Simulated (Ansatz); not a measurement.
Re (hcp, Mg type)

```
Re
1.0
    2.75787     0.00000     0.00000
   -1.37894     2.38839     0.00000
    0.00000     0.00000     4.46284
Re
2
Direct
  0.33333   0.66667   0.75000
  0.66667   0.33333   0.25000
```

The relaxed cell is deformed in two ways at once: its volume V is scaled, and at that volume it is stretched along z (the c axis of the conventional cell) so that c/a changes. Fractional atomic positions are held.

Computed with r2SCAN (plane waves to 500 eV, PAW, scalar-relativistic; Ansatz, an electronic-structure program). k mesh 19×19×11 (Γ-centred), Fermi-Dirac smearing 0.05 eV. Energies are smeared free energies. Stress and pressure are positive under compression. With partly filled bands, the response to shear is sensitive to the k mesh, so small differences along c/a are uncertain. Re is run without spin polarisation. Re was relaxed with its symmetry unable to fall. Spin-orbit coupling is left out, though Re is heavy. ΔE is measured from the relaxed starting cell.

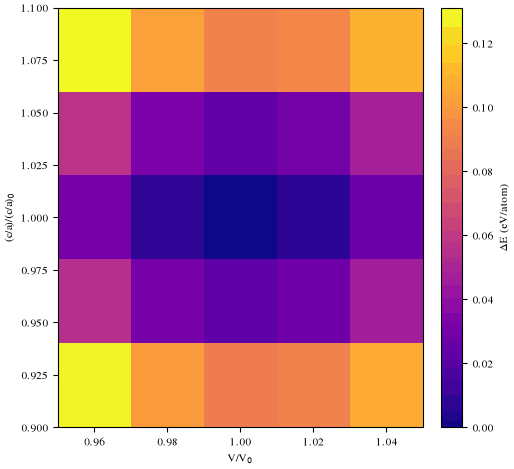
ΔE (eV/atom) over the 5×5 grid of computed points.

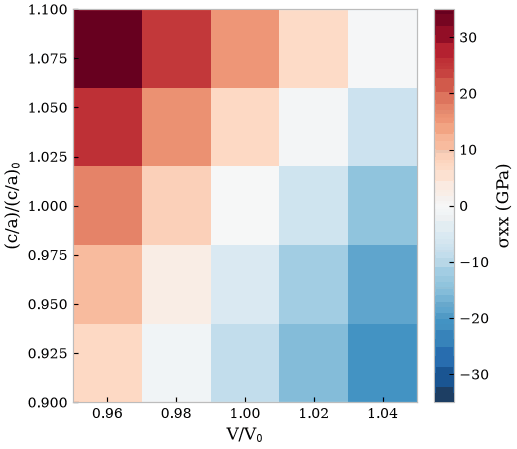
Figure: σxx (GPa) over the 5×5 grid of computed points.

Highest place on the grid: V/V₀ = 0.960, (c/a)/(c/a)₀ = 1.080 (131 meV/atom). Lowest place on the grid: V/V₀ = 1.000, (c/a)/(c/a)₀ = 1.000 (0 meV/atom).

(Under strain, the slope of the energy per volume gives the stress and its curvature an elastic modulus.)
